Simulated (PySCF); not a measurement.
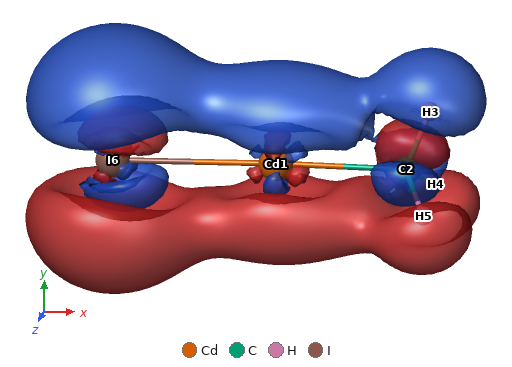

Figure. CdMeI (CH3CdI). Change of the electron density in a uniform field of 0.41 V/Å, surfaces at ±0.002 e/Å³ (blue: gain, red: loss).

PySCF calculation, CAM-B3LYP/def2-SVPD, gas phase; geometry: GFN2-xTB. Core potentials replace the inner electrons of Cd and I; spin–orbit coupling isn't included. No frequency check shows the geometry to be a minimum. GFN2-xTB bond lengths at metals and heavier atoms can be off by up to 0.1 Å and shapes distorted, which carries into these values.

Coordinates in Å:

```
Cd1      1.1160    0.0107   -0.0006
C2       3.2670   -0.0289    0.0020
H3       3.6744    0.9768    0.0740
H4       3.6422   -0.4805   -0.9131
H5       3.6469   -0.6059    0.8422
I6      -1.5874   -0.0043    0.0003
```

**Along which Cartesian direction does the field point?**

Along −y: electrons gather on the +y side, against the field.

**What dipole is induced, and what polarisability does it imply?**

The induced dipole is 1.33 D (along the field); α along this axis, from the fields in both directions, is 65 bohr³ (9.7 Å³).

**Which atoms gain and lose the most charge?**

Electrons gather most on H3 (Hirshfeld charge changes by −0.015 e) and leave H5 most (+0.009 e); 0.120 electrons are displaced in all.

Run time: 30 s on 1 thread of Arm Neoverse V2, on a shared host, peak memory 0.59 GiB.
